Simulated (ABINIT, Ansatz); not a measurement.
# Hf (Im-3m): from the cell to the phonon bands, part 3 of 4

How does Hf (Im-3m) vibrate, and is this structure a minimum?

ABINIT 10.8.3; DFT LDA, scalar-relativistic, plane waves, PseudoDojo norm-conserving pseudopotentials.

So far. Step 2 (Relaxation): The volume changes by +0.3 % from the cell with which this run began. Step 3 (Self-consistent run for the response): The cell stands at -0.56 GPa: the relaxation ran with a smoothed and higher cutoff, and the difference is a stress of the finite basis. The relaxed cell has a = 3.432 Å (conventional setting).

This is not the structure that Hf takes at ambient pressure and room temperature (hexagonal, No. 194); it is a model or a phase of other conditions.

### 6. Interpolated phonon bands

anaddb transforms the dynamical matrices to force constants and back along the path; points of the mesh come back as solved, but for the sum rule and, in polar crystals, the LO-TO term at Γ; the rest is interpolation.

The input, anaddb.abi:

```
ddb_filepath "all_DDB"
output_file "anaddb.abo"
outdata_prefix "anaddb"
ifcflag 1
ngqpt 4 4 4
nqshft 1
q1shft 0.0 0.0 0.0
asr 1
chneut 0
dipdip 0
dipquad 0
quadquad 0
enunit 0
eivec 0
nph1l 62
qph1l 
    0.0 0.0 0.0 1.0
    0.05 0.05 -0.05 1.0
    0.1 0.1 -0.1 1.0
    0.15 0.15 -0.15 1.0
    0.2 0.2 -0.2 1.0
    0.25 0.25 -0.25 1.0
    0.3 0.3 -0.3 1.0
    0.35 0.35 -0.35 1.0
    0.4 0.4 -0.4 1.0
    0.45 0.45 -0.45 1.0
    0.5 0.5 -0.5 1.0
    0.5 0.45 -0.5 1.0
    0.5 0.4 -0.5 1.0
    0.5 0.35 -0.5 1.0
    0.5 0.3 -0.5 1.0
    0.5 0.25 -0.5 1.0
    0.5 0.2 -0.5 1.0
    0.5 0.15 -0.5 1.0
    0.5 0.1 -0.5 1.0
    0.5 0.05 -0.5 1.0
    0.5 0.0 -0.5 1.0
    0.45 0.0 -0.45 1.0
    0.4 0.0 -0.4 1.0
    0.35 0.0 -0.35 1.0
    0.3 0.0 -0.3 1.0
    0.25 0.0 -0.25 1.0
    0.2 0.0 -0.2 1.0
    0.15 0.0 -0.15 1.0
    0.1 0.0 -0.1 1.0
    0.05 0.0 -0.05 1.0
    0.0 0.0 0.0 1.0
    0.075 0.025 -0.025 1.0
    0.15 0.05 -0.05 1.0
    0.225 0.075 -0.075 1.0
    0.3 0.1 -0.1 1.0
    0.375 0.125 -0.125 1.0
    0.45 0.15 -0.15 1.0
    0.525 0.175 -0.175 1.0
    0.6 0.2 -0.2 1.0
    0.675 0.225 -0.225 1.0
    0.75 0.25 -0.25 1.0
    0.725 0.275 -0.275 1.0
    0.7 0.3 -0.3 1.0
    0.675 0.325 -0.325 1.0
    0.65 0.35 -0.35 1.0
    0.625 0.375 -0.375 1.0
    0.6 0.4 -0.4 1.0
    0.575 0.425 -0.425 1.0
    0.55 0.45 -0.45 1.0
    0.525 0.475 -0.475 1.0
    0.5 0.5 -0.5 1.0
    0.75 0.25 -0.25 1.0
    0.725 0.225 -0.275 1.0
    0.7 0.2 -0.3 1.0
    0.675 0.175 -0.325 1.0
    0.65 0.15 -0.35 1.0
    0.625 0.125 -0.375 1.0
    0.6 0.1 -0.4 1.0
    0.575 0.075 -0.425 1.0
    0.55 0.05 -0.45 1.0
    0.525 0.025 -0.475 1.0
    0.5 0.0 -0.5 1.0
```

The input, mrgddb.in:

```
all_DDB
merged
8
dfpt_gammao_DDB
dfpt_qo_DS1_DDB
dfpt_qo_DS2_DDB
dfpt_qo_DS3_DDB
dfpt_qo_DS4_DDB
dfpt_qo_DS5_DDB
dfpt_qo_DS6_DDB
dfpt_qo_DS7_DDB
```

Launch:

```bash
$ mrgddb < mrgddb.in > mrgddb.log
$ OMP_NUM_THREADS=1 anaddb anaddb.abi > anaddb.log
```

anaddb.abo, the main output file:

```text
[banners, grids, parts of the stress and lines that vanish by symmetry left out]
-outvars_anaddb: echo values of input variables ----------------------

 Flags :
[...]
Phonon wavevector (reduced coordinates) :  0.00000  0.00000  0.00000
 Phonon energies in Hartree :
[...]
Phonon frequencies in cm-1    :
-  0.000000E+00  0.000000E+00  0.000000E+00
[...]
Phonon wavevector (reduced coordinates) :  0.05000  0.05000 -0.05000
 Phonon energies in Hartree :
[...]
Phonon frequencies in cm-1    :
-  1.518103E+01  1.518103E+01  3.076001E+01
[...]
Phonon wavevector (reduced coordinates) :  0.10000  0.10000 -0.10000
 Phonon energies in Hartree :
[...]
Phonon frequencies in cm-1    :
-  3.202417E+01  3.202417E+01  5.391435E+01
[...]
Phonon wavevector (reduced coordinates) :  0.15000  0.15000 -0.15000
 Phonon energies in Hartree :
[...]
Phonon frequencies in cm-1    :
-  5.097873E+01  5.097873E+01  6.586969E+01
  Phonon wavevector (reduced coordinates) :  0.20000  0.20000 -0.20000
 Phonon energies in Hartree :
[...]
Phonon frequencies in cm-1    :
-  7.012574E+01  7.107320E+01  7.107320E+01
  Phonon wavevector (reduced coordinates) :  0.25000  0.25000 -0.25000
 Phonon energies in Hartree :
[...]
Phonon frequencies in cm-1    :
-  7.648073E+01  9.049579E+01  9.049579E+01
  Phonon wavevector (reduced coordinates) :  0.30000  0.30000 -0.30000
 Phonon energies in Hartree :
[...]
Phonon frequencies in cm-1    :
-  9.111367E+01  1.073672E+02  1.073672E+02
  Phonon wavevector (reduced coordinates) :  0.35000  0.35000 -0.35000
 Phonon energies in Hartree :
[...]
Phonon frequencies in cm-1    :
-  1.094261E+02  1.203752E+02  1.203752E+02
  Phonon wavevector (reduced coordinates) :  0.40000  0.40000 -0.40000
 Phonon energies in Hartree :
[...]
Phonon frequencies in cm-1    :
-  1.243163E+02  1.290952E+02  1.290952E+02
  Phonon wavevector (reduced coordinates) :  0.45000  0.45000 -0.45000
 Phonon energies in Hartree :
[...]
Phonon frequencies in cm-1    :
-  1.328005E+02  1.338842E+02  1.338842E+02
  Phonon wavevector (reduced coordinates) :  0.50000  0.50000 -0.50000
 Phonon energies in Hartree :
[...]
Phonon frequencies in cm-1    :
-  1.353788E+02  1.353788E+02  1.353788E+02
  Phonon wavevector (reduced coordinates) :  0.50000  0.45000 -0.50000
 Phonon energies in Hartree :
[...]
Phonon frequencies in cm-1    :
-  1.341725E+02  1.345922E+02  1.346418E+02
  Phonon wavevector (reduced coordinates) :  0.50000  0.40000 -0.50000
 Phonon energies in Hartree :
[...]
Phonon frequencies in cm-1    :
-  1.303396E+02  1.322764E+02  1.323886E+02
  Phonon wavevector (reduced coordinates) :  0.50000  0.35000 -0.50000
 Phonon energies in Hartree :
[...]
Phonon frequencies in cm-1    :
-  1.232761E+02  1.285492E+02  1.285541E+02
[...]
Phonon wavevector (reduced coordinates) :  0.67500  0.17500 -0.32500
 Phonon energies in Hartree :
[...]
Phonon frequencies in cm-1    :
- -7.081745E+01  3.859088E+01  6.597129E+01
  Phonon wavevector (reduced coordinates) :  0.65000  0.15000 -0.35000
 Phonon energies in Hartree :
[...]
Phonon frequencies in cm-1    :
- -7.548190E+01  5.476591E+01  7.611012E+01
  Phonon wavevector (reduced coordinates) :  0.62500  0.12500 -0.37500
 Phonon energies in Hartree :
[...]
Phonon frequencies in cm-1    :
- -7.791480E+01  6.727786E+01  8.307661E+01
  Phonon wavevector (reduced coordinates) :  0.60000  0.10000 -0.40000
 Phonon energies in Hartree :
[...]
Phonon frequencies in cm-1    :
- -7.877932E+01  7.680403E+01  8.753829E+01
  Phonon wavevector (reduced coordinates) :  0.57500  0.07500 -0.42500
 Phonon energies in Hartree :
[...]
Phonon frequencies in cm-1    :
- -7.868022E+01  8.369311E+01  9.009702E+01
  Phonon wavevector (reduced coordinates) :  0.55000  0.05000 -0.45000
 Phonon energies in Hartree :
[...]
Phonon frequencies in cm-1    :
- -7.815767E+01  8.827540E+01  9.135040E+01
  Phonon wavevector (reduced coordinates) :  0.52500  0.02500 -0.47500
 Phonon energies in Hartree :
[...]
Phonon frequencies in cm-1    :
- -7.765006E+01  9.086666E+01  9.184071E+01
  Phonon wavevector (reduced coordinates) :  0.50000  0.00000 -0.50000
 Phonon energies in Hartree :
[...]
Phonon frequencies in cm-1    :
- -7.744698E+01  9.170138E+01  9.195671E+01
-
```

Elapsed: 0.55 s, on 1 thread of Arm Neoverse V1, shared host.

Read from the output:

| Item | Value |
| --- | --- |
| lowest frequency on the path | -78.78 cm⁻¹ |

Anaddb. Phonon branches along the path, in cm⁻¹:

| point | branch 1 | branch 2 | branch 3 |
| --- | --- | --- | --- |
| Γ | 0 | 0 | 0 |
| H | 135 | 135 | 135 |
| N | -77 | 92 | 92 |
| Γ | 0 | 0 | 0 |
| P | -31 | -31 | -31 |
| H | 135 | 135 | 135 |
| jump to P | -31 | -31 | -31 |
| N | -77 | 92 | 92 |

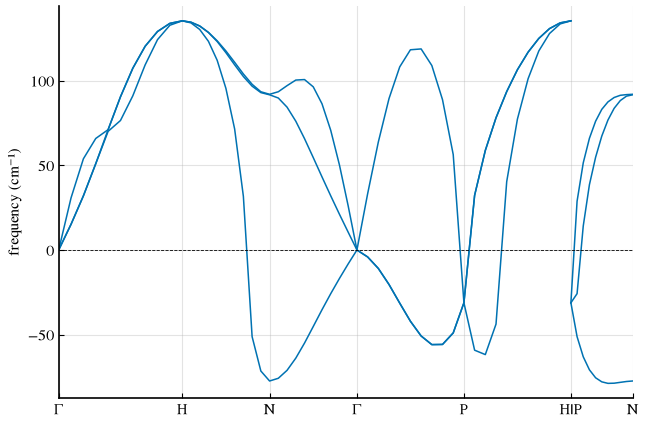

Phonon branches along the path.

The path dips to 79i cm⁻¹.

### 7. Density of states

Sums over the zone need many more wavevectors than were solved, so the interpolation is sampled on a dense mesh.

The input, anaddb.abi:

```
ddb_filepath "all_DDB"
output_file "anaddb.abo"
outdata_prefix "anaddb"
ifcflag 1
ngqpt 4 4 4
nqshft 1
q1shft 0.0 0.0 0.0
asr 1
chneut 0
dipdip 0
dipquad 0
quadquad 0
prtdos 2
ng2qpt 19 19 19
dosdeltae 4.5563e-06
ntemper 11
temperinc 100.0
tempermin 0.0
```

Launch:

```bash
$ OMP_NUM_THREADS=1 anaddb anaddb.abi > anaddb.log
```

anaddb.abo, the main output file:

```text
[banners, grids, parts of the stress and lines that vanish by symmetry left out]
-outvars_anaddb: echo values of input variables ----------------------

 Flags :
     ifcflag         1
 Miscellaneous information :
         asr         1
      chneut         0
 Interatomic Force Constants Inputs :
      dipdip         0
     dipquad         0
    quadquad         0
      ifcana         0
      ifcout         0
 Description of grid 1 :
        brav         1
       ngqpt         4         4         4
      nqshft         1
      q1shft
                     0.00000000E+00  0.00000000E+00  0.00000000E+00
 Phonon DOS information :
   dosdeltae  4.55630000E-06
    dossmear  4.55633525E-06
 Description of grid 2 (Fourier interp. or BZ sampling):
      ng2qpt        19        19        19
      ngrids         4
      q2shft         0.00000000E+00  0.00000000E+00  0.00000000E+00

================================================================================

 read the DDB information and perform some checks

  ==== Info on the Cryst% object ====
 Real(R)+Recip(G) space primitive vectors, cartesian coordinates (Bohr,Bohr^-1):
 R(1)=  3.2423203  3.2423203  3.2423203  G(1)=  0.1542106  0.0000000  0.1542106
 R(2)= -3.2423203  3.2423203  3.2423203  G(2)= -0.1542106  0.1542106  0.0000000
 R(3)= -3.2423203 -3.2423203  3.2423203  G(3)=  0.0000000 -0.1542106  0.1542106
 Unit cell volume ucvol=  1.3634140E+02 bohr^3
 Angles (23,13,12)=  7.05287794E+01  1.09471221E+02  7.05287794E+01 degrees
 Time-reversal symmetry is present
 Reduced atomic positions [iatom, xred, symbol]:
    1)    0.0000000  0.0000000  0.0000000  Hf

 DDB file with 8 blocks has been read.

================================================================================

 Calculation of the interatomic forces

       Homogeneous q point set in the B.Z.
 Grid q points  :       64
  1)   0.00000000E+00  0.00000000E+00  0.00000000E+00
  2)   2.50000000E-01  0.00000000E+00  0.00000000E+00
  3)   5.00000000E-01  0.00000000E+00  0.00000000E+00
  4)  -2.50000000E-01  0.00000000E+00  0.00000000E+00
  5)   0.00000000E+00  2.50000000E-01  0.00000000E+00
  6)   2.50000000E-01  2.50000000E-01  0.00000000E+00
  7)   5.00000000E-01  2.50000000E-01  0.00000000E+00
  8)  -2.50000000E-01  2.50000000E-01  0.00000000E+00
  9)   0.00000000E+00  5.00000000E-01  0.00000000E+00
 10)   2.50000000E-01  5.00000000E-01  0.00000000E+00
 11)   5.00000000E-01  5.00000000E-01  0.00000000E+00
 12)  -2.50000000E-01  5.00000000E-01  0.00000000E+00
 13)   0.00000000E+00 -2.50000000E-01  0.00000000E+00
 14)   2.50000000E-01 -2.50000000E-01  0.00000000E+00
[...]
58)   2.50000000E-01  5.00000000E-01 -2.50000000E-01
 59)   5.00000000E-01  5.00000000E-01 -2.50000000E-01
 60)  -2.50000000E-01  5.00000000E-01 -2.50000000E-01
 61)   0.00000000E+00 -2.50000000E-01 -2.50000000E-01
 62)   2.50000000E-01 -2.50000000E-01 -2.50000000E-01
 63)   5.00000000E-01 -2.50000000E-01 -2.50000000E-01
 64)  -2.50000000E-01 -2.50000000E-01 -2.50000000E-01

 The interatomic forces have been obtained

================================================================================

 Calculation of phonon density of states

 Average speed of sound partial sums:     0.6339976218E-03 (at units)
-                                   =           1.3870 [km/s]

 Debye frequency from partial sums:     0.4801335410E-03 (Ha)
-                                 =     0.3159126940E+01 (THz)
-Debye temperature from partial sums:     0.1516141808E+03 (K)

 Average speed of sound:     0.4379756621E-04 (at units)
-                      =           0.0958 [km/s]

 Debye frequency from DOS:     0.3316839027E-04 (Ha)
-                        =     0.2182375242E+00 (THz)
-Debye temperature from DOS:     0.1047374926E+02 (K)

-
```

Wall time 0.63 s (1 thread).

Numbers from this step:

- share of modes beyond 3i cm⁻¹ on the dense interpolated mesh: 0.2111

The phonon density of states has structure finer than the step of the table below, so its rows give means over 25 cm⁻¹, whole bins alone (the curve runs from -107 to 166 cm⁻¹). Peaks (cm⁻¹: height): -64.5: 0.0171, 101.5: 0.0529.

Tetrahedra. The phonon density of states by wavenumber; means over each step:

| wavenumber (cm⁻¹) | phonon density of states (1/cm⁻¹/cell) |
| --- | --- |
| -75 | 0.00739 |
| -50 | 0.0101 |
| -25 | 0.00603 |
| 0 | 0.00488 |
| 25 | 0.00694 |
| 50 | 0.0116 |
| 75 | 0.0189 |
| 100 | 0.0410 |
| 125 | 0.0133 |
| 150 | 0 |

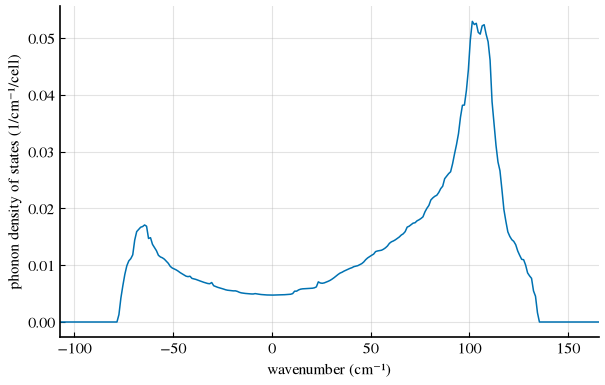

Phonon density of states, plotted against wavenumber.

(Part 3 of 4 ends here.)

[Host names and launcher messages were left out of these logs when they were recorded.]

[Logs are printed without paths, hosts, clocks, repeated set-up lines and the standing remarks that a program may print on its own settings, such as how far it seeks lower states.]

[Hosts, paths, dates, database ids (printed as entryN), source tags and the programs' standing remarks are cut or masked in the printed files.]
